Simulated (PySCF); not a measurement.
# A workflow on AlCl2

Wanted: a series of 17 runs (UPBE0-D4/def2-TZVP, UCCSD(T)/6-311+G**, USVWN5/6-311+G**, UPBE/6-311+G**, UBLYP/6-311+G**, U-revPBE/6-311+G**, UTPSS/6-311+G**, U-r2SCAN/6-311+G**, and more) of AlCl2. Input form: a Python script.

The results are computed with PySCF 2.14.0.

### 1 Starting point

AlCl2 has 3 atoms, charge 0, and is taken as a doublet. The shape is cut from that of the parent molecule. The run starts from this shape.

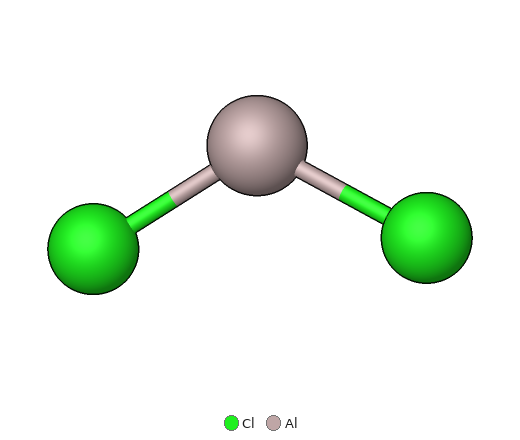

The structure, seen from a chosen angle (chlorine green, aluminium light grey).

### 2 A geometry optimisation at UPBE0-D4/def2-TZVP (density fitting with def2-universal-jkfit) (run 1)

Input file input.py:

```python
from pyscf import gto, dft
from pyscf.geomopt.geometric_solver import kernel as optimise

mol = gto.M(
    atom='''
Cl  -1.128958  -0.098800   1.723468
Al   0.005273  -0.000495   0.005800
Cl  -0.601598   1.226764  -1.598330
''',
    basis='def2-tzvp',
    verbose=3,
    spin=1,
    max_memory=1860,
)

mf = dft.UKS(mol)
mf.xc = 'pbe0'
mf = mf.density_fit(auxbasis='def2-universal-jkfit')
mf.max_cycle = 100
mf.conv_tol = 1e-09
mf.grids.level = 4
mf.disp = 'd4'
converged, mol_eq = optimise(mf, maxsteps=80)
print('converged:', converged)
print(mol_eq.tostring())

mf.reset(mol_eq)
mol = mol_eq
mf.kernel()
e_final = mf.e_tot
print('E = %.10f Eh' % e_final)
```

Started as:

```console
$ OMP_NUM_THREADS=1 python input.py
```

What it wrote:

```text
<dir> SyntaxWarning: invalid escape sequence '\W'
  S = {(paw_set(r)[0], bool(re.search(r"spin_orbit\W+true|paw_fr", str((r.get("files") or {}).get("input") or "")) or re.search("(?i)spin.orbit\W+(value\W+)?(true|yes)|value\W+spin-orbit", json.dumps(r.get("inputs"), default=str)))) for r in records}

maxiter                   80
----------------------------------------------------------
Custom engine selected.
Bonds will be generated from interatomic distances less than 1.20 times sum of covalent radii
9 internal coordinates being used (instead of 9 Cartesians)
Internal coordinate system (atoms numbered from 1):
Distance 1-2
Distance 2-3
Angle 1-2-3
Translation-X 1-3
Translation-Y 1-3
Translation-Z 1-3
Rotation-A 1-3
Rotation-B 1-3
Rotation-C 1-3
> ===== Optimization Info: ====
> Job type: Energy minimization
> Maximum number of optimization cycles: 80
> Initial / maximum trust radius (Angstrom): 0.100 / 0.300
> Convergence Criteria:
> Will converge when all 5 criteria are reached:
>  |Delta-E| < 1.00e-06
>  RMS-Grad  < 3.00e-04
>  Max-Grad  < 4.50e-04
>  RMS-Disp  < 1.20e-03
>  Max-Disp  < 1.80e-03
> === End Optimization Info ===

Geometry optimization cycle 1
Cartesian coordinates (Angstrom)
 Atom        New coordinates             dX        dY        dZ
  Cl  -1.128958  -0.098800   1.723468    0.000000  0.000000  0.000000
  Al   0.005273  -0.000495   0.005800   -0.000000  0.000000  0.000000
  Cl  -0.601598   1.226764  -1.598330    0.000000  0.000000  0.000000

WARN: Mole.unit (angstrom) is changed to Bohr

converged SCF energy = -1162.55274482926  <S^2> = 0.7518372  2S+1 = 2.0018364
--------------- DFUKS_Scanner gradients ---------------
         x                y                z
0 Cl     0.0076610870     0.0002012660    -0.0106915249
1 Al    -0.0077080575    -0.0009681146     0.0122641738
2 Cl     0.0000454900     0.0007630155    -0.0015687692
----------------------------------------------
cycle 1: E = -1162.55274483  dE = -1162.55  norm(grad) = 0.0196685
Step    0 : Gradient = 1.136e-02/1.452e-02 (rms/max) Energy = -1162.5527448293
Hessian Eigenvalues: 5.00000e-02 5.00000e-02 5.00000e-02 ... 2.46007e-01 2.50000e-01 2.84721e-01

Geometry optimization cycle 2
Cartesian coordinates (Angstrom)
 Atom        New coordinates             dX        dY        dZ
  Cl  -1.136708  -0.097737   1.731827   -0.007750  0.001063  0.008359
  Al   0.014875  -0.002129  -0.003824    0.009602 -0.001634 -0.009624
  Cl  -0.603402   1.227457  -1.597188   -0.001804  0.000693  0.001142
converged SCF energy = -1162.55318984071  <S^2> = 0.75187103  2S+1 = 2.0018702
--------------- DFUKS_Scanner gradients ---------------
         x                y                z
0 Cl     0.0030361822    -0.0000306745    -0.0040199073
1 Al    -0.0030910560    -0.0003850910     0.0049117170
2 Cl     0.0000522984     0.0004119436    -0.0008892731
----------------------------------------------
cycle 2: E = -1162.55318984  dE = -0.000445011  norm(grad) = 0.00775694
Step    1 : Displace = 1.039e-02/1.367e-02 (rms/max) Trust = 1.000e-01 (=) Grad = 4.478e-03/5.816e-03 (rms/max) E (change) = -1162.5531898407 (-4.450e-04) Quality = 1.384
Hessian Eigenvalues: 4.99998e-02 5.00000e-02 5.00000e-02 ... 1.66783e-01 2.46715e-01 2.57578e-01

Geometry optimization cycle 3
Cartesian coordinates (Angstrom)
 Atom        New coordinates             dX        dY        dZ
  Cl  -1.142374  -0.095473   1.734994   -0.005665  0.002264  0.003167
  Al   0.022990  -0.004218  -0.010473    0.008115 -0.002089 -0.006649
  Cl  -0.605717   1.227483  -1.593840   -0.002314  0.000026  0.003348
converged SCF energy = -1162.55328167943  <S^2> = 0.75189019  2S+1 = 2.0018893
--------------- DFUKS_Scanner gradients ---------------
         x                y                z
0 Cl     0.0002572687    -0.0000749293    -0.0001987873
1 Al    -0.0003284061     0.0000388632     0.0003641864
2 Cl     0.0000678387     0.0000320570    -0.0001643371
----------------------------------------------
cycle 3: E = -1162.55328168  dE = -9.18387e-05  norm(grad) = 0.000621246
Step    2 : Displace = 7.707e-03/1.067e-02 (rms/max) Trust = 1.414e-01 (+) Grad = 3.587e-04/4.919e-04 (rms/max) E (change) = -1162.5532816794 (-9.184e-05) Quality = 1.079
Hessian Eigenvalues: 4.99984e-02 5.00000e-02 5.00000e-02 ... 1.48835e-01 2.46668e-01 2.62613e-01

Geometry optimization cycle 4
Cartesian coordinates (Angstrom)
 Atom        New coordinates             dX        dY        dZ
  Cl  -1.143211  -0.094551   1.734295   -0.000837  0.000922 -0.000698
  Al   0.024667  -0.004944  -0.011171    0.001677 -0.000726 -0.000698
  Cl  -0.606436   1.227435  -1.592486   -0.000719 -0.000048  0.001354
converged SCF energy = -1162.55328307587  <S^2> = 0.75189052  2S+1 = 2.0018896
--------------- DFUKS_Scanner gradients ---------------
         x                y                z
0 Cl    -0.0000006959    -0.0000434620     0.0000857382
1 Al    -0.0000473860     0.0000570755    -0.0000492769
2 Cl     0.0000444406    -0.0000176481    -0.0000355512
----------------------------------------------
cycle 4: E = -1162.55328308  dE = -1.39644e-06  norm(grad) = 0.000143952
Step    3 : Displace = 1.653e-03/1.942e-03 (rms/max) Trust = 2.000e-01 (+) Grad = 8.311e-05/9.613e-05 (rms/max) E (change) = -1162.5532830759 (-1.396e-06) Quality = 1.181
Hessian Eigenvalues: 4.99070e-02 5.00000e-02 5.00000e-02 ... 1.21928e-01 2.46547e-01 2.53216e-01

Geometry optimization cycle 5
Cartesian coordinates (Angstrom)
 Atom        New coordinates             dX        dY        dZ
  Cl  -1.143515  -0.093959   1.733526   -0.000304  0.000592 -0.000769
  Al   0.025508  -0.005383  -0.011276    0.000841 -0.000439 -0.000105
  Cl  -0.606813   1.227461  -1.591653   -0.000377  0.000026  0.000833
converged SCF energy = -1162.55328329631  <S^2> = 0.75188958  2S+1 = 2.0018887
--------------- DFUKS_Scanner gradients ---------------
         x                y                z
0 Cl    -0.0000317966    -0.0000165629     0.0000744643
1 Al     0.0000099343     0.0000324929    -0.0000778426
2 Cl     0.0000180142    -0.0000199618     0.0000042151
----------------------------------------------
cycle 5: E = -1162.5532833  dE = -2.20441e-07  norm(grad) = 0.000121594
Step    4 : Displace = 9.571e-04/9.776e-04 (rms/max) Trust = 2.828e-01 (+) Grad = 7.020e-05/8.493e-05 (rms/max) E (change) = -1162.5532832963 (-2.204e-07) Quality = 1.178
Hessian Eigenvalues: 4.99070e-02 5.00000e-02 5.00000e-02 ... 1.21928e-01 2.46547e-01 2.53216e-01
Converged! =D

converged: True
Cl         -1.14351481       -0.09395880        1.73352585
Al          0.02550776       -0.00538315       -0.01127641
Cl         -0.60681320        1.22746098       -1.59165298

WARN: HOMO -0.17881769504168 >= LUMO -0.178817695041676

converged SCF energy = -1162.55328329632  <S^2> = 0.7518896  2S+1 = 2.0018887
E = -1162.5532832963 Eh
```

Wall time 3.6 min (1 thread of Arm Neoverse V1, shared host); peak memory 1 GiB.

Step by step:

| step | energy from the first frame kept (eV) | largest force (eV/Å) |
| --- | --- | --- |
| 0 | 0.0000 | 0.7465 |
| 1 | -0.0121 | 0.2991 |
| 2 | -0.0146 | 0.0253 |
| 3 | -0.0146 | 0.0049 |
| 4 | -0.0147 | 0.0044 |

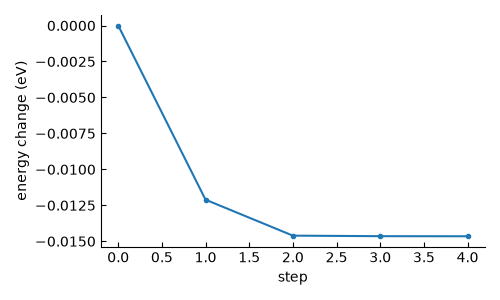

Energy along the run.

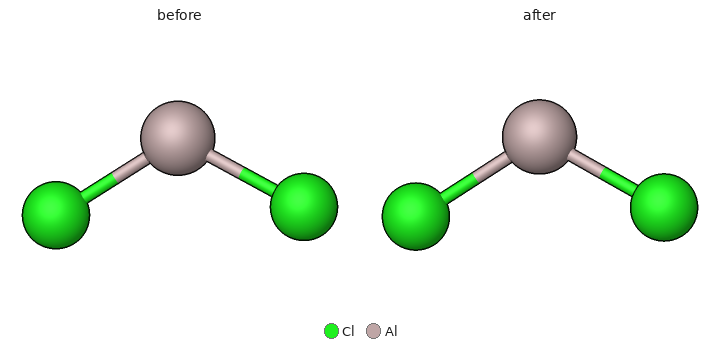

Before and after, at one scale.

After the run. Bond lengths: Cl1–Al2 2.102 Å, Al2–Cl3 2.102 Å. Angles: Cl1–Al2–Cl3 118.8°.

### 3 Fragment B of bond 3-2: a single-point energy at UCCSD(T)/6-311+G(d,p) (run 2)

Input file calc.py:

```python
from pyscf import gto, cc

mol = gto.M(
    atom='''
Cl      -1.143515      -0.093959       1.733526
Al       0.025508      -0.005383      -0.011276
Cl      -0.606813       1.227461      -1.591653
''',
    basis='6-311+g**',
    verbose=3,
    spin=1,
    charge=0,
    max_memory=1860,
)

calc0 = mol.UHF()
calc0.conv_tol = 1e-10
calc0.kernel()
if not calc0.converged:
    calc0 = calc0.newton().run(calc0.mo_coeff, calc0.mo_occ)

mycc = cc.CCSD(calc0, frozen=15)
mycc.kernel()
e_t = mycc.ccsd_t()
energy = mycc.e_tot + e_t
print('Final energy', energy)
```

Started as:

```console
$ OMP_NUM_THREADS=1 python calc.py
```

What it wrote:

```text
<dir> SyntaxWarning: invalid escape sequence '\W'
  S = {(paw_set(r)[0], bool(re.search(r"spin_orbit\W+true|paw_fr", str((r.get("files") or {}).get("input") or "")) or re.search("(?i)spin.orbit\W+(value\W+)?(true|yes)|value\W+spin-orbit", json.dumps(r.get("inputs"), default=str)))) for r in records}

converged SCF energy = -1161.05801959904  <S^2> = 0.7531569  2S+1 = 2.0031544
E(UCCSD) = -1161.394114967584  E_corr = -0.3360953685466849
UCCSD(T) correction = -0.00921160684973063
Final energy -1161.403326574434
```

It took 1.8 min on 1 thread of Arm Neoverse V1, shared host; peak memory 1.5 GiB.

Runs 3 to 15 aren't shown in full; the table further down has their settings and results.

### 4 Fragment B of bond 3-2: a single-point energy at U-wB97M-V/6-311+G(d,p) (run 16)

Input file input.py:

```python
from pyscf import gto, dft

molecule = gto.Mole()
molecule.atom = [
    ('Cl', (-1.143515, -0.093959, 1.733526)),
    ('Al', (0.025508, -0.005383, -0.011276)),
    ('Cl', (-0.606813, 1.227461, -1.591653)),
]
molecule.spin = 1
molecule.basis = '6-311+g**'
molecule.max_memory = 1860
molecule.verbose = 3
molecule.build()

mf = dft.UKS(molecule, xc='wb97m-v')
mf.conv_tol = 1e-10
mf.grids.level = 5
mf.nlcgrids.level = 1
mf.kernel()
if not mf.converged:
    mf = mf.newton().run(mf.mo_coeff, mf.mo_occ)

e_final = mf.e_tot
print('E(%s) = %.9f' % ('WB97M-V', e_final))
```

Started as:

```console
$ OMP_NUM_THREADS=1 python input.py
```

What it wrote:

```text
<dir> SyntaxWarning: invalid escape sequence '\W'
  S = {(paw_set(r)[0], bool(re.search(r"spin_orbit\W+true|paw_fr", str((r.get("files") or {}).get("input") or "")) or re.search("(?i)spin.orbit\W+(value\W+)?(true|yes)|value\W+spin-orbit", json.dumps(r.get("inputs"), default=str)))) for r in records}

WARN: HOMO -0.175859047961922 >= LUMO -0.17585904796195

converged SCF energy = -1162.89543046854  <S^2> = 0.75111267  2S+1 = 2.0011124
E(WB97M-V) = -1162.895430469
```

It took 2.1 min on 1 thread of Arm Neoverse V1, shared host; peak memory 0.48 GiB.

### 5 Fragment B of bond 3-2: a single-point energy at UB2PLYP/6-311+G(d,p) (run 17)

Input file run.py:

```python
from pyscf import gto, dft, mp

mol = gto.M(
    atom='Cl -1.143515 -0.093959 1.733526; Al 0.025508 -0.005383 -0.011276; Cl -0.606813 1.227461 -1.591653',
    verbose=3,
    max_memory=1860,
    spin=1,
    basis='6-311+g**',
)

mf = dft.UKS(mol, xc='0.53*HF + 0.47*B88, 0.73*LYP')
mf.conv_tol = 1e-10
mf.grids.level = 5
mf.kernel()
if not mf.converged:
    mf = mf.newton().run(mf.mo_coeff, mf.mo_occ)

pt = mp.MP2(mf, frozen=15).run()
energy = mf.e_tot + 0.27 * pt.e_corr
print('PT2 part  %.8f' % (0.27 * pt.e_corr))
print('E(%s) = %.9f' % ('B2PLYP', energy))
```

Started as:

```console
$ OMP_NUM_THREADS=1 python run.py
```

What it wrote:

```text
<dir> SyntaxWarning: invalid escape sequence '\W'
  S = {(paw_set(r)[0], bool(re.search(r"spin_orbit\W+true|paw_fr", str((r.get("files") or {}).get("input") or "")) or re.search("(?i)spin.orbit\W+(value\W+)?(true|yes)|value\W+spin-orbit", json.dumps(r.get("inputs"), default=str)))) for r in records}

WARN: HOMO -0.168776553199805 >= LUMO -0.168776553199763

converged SCF energy = -1162.44020806485  <S^2> = 0.75230294  2S+1 = 2.0023016
E(UMP2) = -1162.82057931354  E_corr = -0.380371248683005
E(SCS-UMP2) = -1162.80778534766  E_corr = -0.367577282807797
PT2 part  -0.10270024
E(B2PLYP) = -1162.542908302
```

Run time: 42 s. Hardware: 1 thread of Arm Neoverse V1, shared host; peak memory 0.44 GiB.

### 6 Overview of the runs

| run | level | task | integral approximation | energy (Eh) | dipole moment (D) of the reference | HOMO energy (eV) | LUMO energy (eV) | wall time |
| --- | --- | --- | --- | --- | --- | --- | --- | --- |
| 1 | UPBE0-D4/def2-TZVP (density fitting with def2-universal-jkfit) | optimise | def2-universal-jkfit | -1162.553283 | 1.46 | -6.70 | -3.29 | 3.6 min |
| 2 | UCCSD(T)/6-311+G** | energy | none | -1161.403327 | 2.17 | -9.52 | -0.28 | 1.8 min |
| 3 | USVWN5/6-311+G** | energy | none | -1158.955508 | 1.67 | -5.81 | -4.66 | 26 s |
| 4 | UPBE/6-311+G** | energy | none | -1162.443129 | 1.65 | -5.80 | -4.30 | 36 s |
| 5 | UBLYP/6-311+G** | energy | none | -1162.956925 | 1.71 | -5.59 | -4.31 | 37 s |
| 6 | U-revPBE/6-311+G** | energy | none | -1162.732212 | 1.66 | -5.78 | -4.15 | 43 s |
| 7 | UTPSS/6-311+G** | energy | none | -1163.013928 | 1.66 | -5.93 | -4.37 | 1.8 min |
| 8 | U-r2SCAN/6-311+G** | energy | none | -1162.868101 | 1.77 | -6.11 | -3.78 | 99 s |
| 9 | UM06-L/6-311+G** | energy | none | -1162.932994 | 1.74 | -5.88 | -4.43 | 100 s |
| 10 | UPBE0/6-311+G** | energy | none | -1162.538423 | 1.83 | -6.86 | -3.50 | 38 s |
| 11 | UB3LYP/6-311+G** | energy | none | -1163.005478 | 1.86 | -6.60 | -3.86 | 44 s |
| 12 | UBHLYP/6-311+G** | energy | none | -1162.958964 | 2.02 | -7.72 | -2.84 | 39 s |
| 13 | UM06-2X/6-311+G** | energy | none | -1162.911756 | 2.06 | -7.72 | -3.85 | 82 s |
| 14 | UCAM-B3LYP/6-311+G** | energy | none | -1162.986885 | 1.95 | -8.04 | -2.73 | 33 s |
| 15 | U-wB97X/6-311+G** | energy | none | -1162.938095 | 1.85 | -8.93 | -2.57 | 44 s |
| 16 | U-wB97M-V/6-311+G** | energy | none | -1162.895430 | 1.95 | -8.55 | -2.14 | 2.1 min |
| 17 | UB2PLYP/6-311+G** | energy | none | -1162.542908 | 2.02 | -7.75 | -2.40 | 42 s |

### 7 Results

| quantity | value |
| --- | --- |
| fragment B of bond 3-2, run 17: total energy | -1162.54291 Eh |
| fragment B of bond 3-2, run 17: dipole moment (SCF part) | 2.02 D |
| fragment B of bond 3-2, run 17: HOMO energy (SCF part's orbitals) (highest over α and β) | -7.75 eV |
| fragment B of bond 3-2, run 17: LUMO energy (SCF part's orbitals) (lowest over α and β) | -2.40 eV |
| fragment B of bond 3-2, run 17: ⟨S²⟩ | 0.752 |

Over runs 3, 4, 5, 6, 7, 8, 9, 10, 11, 12, 13, 14, 15, 16, 17 the dipole moment (its size) runs from 1.65 D (UPBE/6-311+G**) to 2.06 D (UM06-2X/6-311+G**). Totals of different functionals can't be ranked against each other. All runs together took 20 min, the longest 3.6 min.
